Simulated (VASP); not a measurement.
Band structure of KMgF3 (cubic perovskite). Computed with LDA (Ceperley-Alder, Perdew-Zunger), VASP's LDA PAW potentials (set 64) (plane waves; VASP).

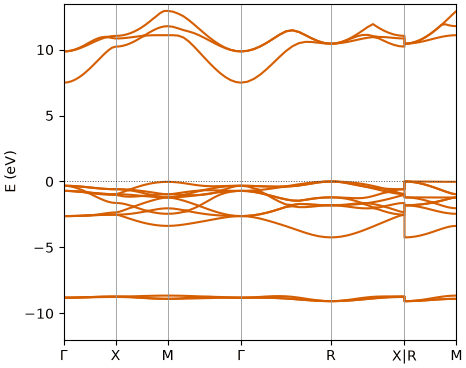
Figure. Bands along high-symmetry lines, zero at the valence-band maximum or, without a gap, the Fermi level

Question: Read the plot: is there a gap, and where are the band edges?

Answer: The gap is indirect, 7.49 eV, from the valence maximum at R to the conduction minimum at Γ. (Edges off the drawn lines would not show.)

Measured: gap 12.40 eV (computed value off by -4.91 eV), as given by M. Sahnoun et al., Materials Chemistry and Physics (2004), doi:10.1016/j.matchemphys.2004.11.019.

The compound is KMgF3 in the cubic perovskite structure. It was relaxed first, which changed the volume by -7 %.
